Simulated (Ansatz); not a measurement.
**A computed series for Ir: response to strain**

Start from Ir in the fcc (Cu type) structure (space group Fm-3m, No. 225; relaxed with 0.1 eV smearing).

```
Ir
1.0
    0.00000     1.90592     1.90592
    1.90592     0.00000     1.90592
    1.90592     1.90592     0.00000
Ir
1
Direct
  0.00000   0.00000   0.00000
```

Cartesian axes are those of the cell as printed.

Strains are applied to the cell and any free atomic positions relax; under biaxial strain the out-of-plane vector relaxes too.

Level of theory: LDA, PAW, 420 eV (Ansatz, an electronic-structure program; no spin-orbit coupling).

Notes on the quantities. energy relative to the base: free energy F.

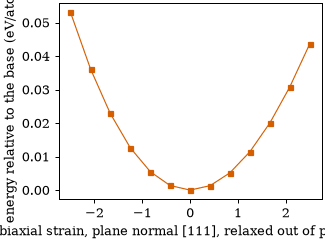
Figure: Energy relative to the base against biaxial strain, plane normal [111], relaxed out of plane

```tsv
biaxial strain, plane normal [111], relaxed out of plane (%)	energy relative to the base
-2.5	+53 meV/atom
-2.08	+36 meV/atom
-1.67	+23 meV/atom
-1.25	+13 meV/atom
-0.83	+5.5 meV/atom
-0.42	+1.4 meV/atom
0.42	+1.3 meV/atom
0.83	+5.1 meV/atom
1.25	+11 meV/atom
1.67	+20 meV/atom
2.08	+31 meV/atom
2.5	+44 meV/atom
```

Whether these cells are dynamically stable was not tested. All final runs are without spin polarisation.
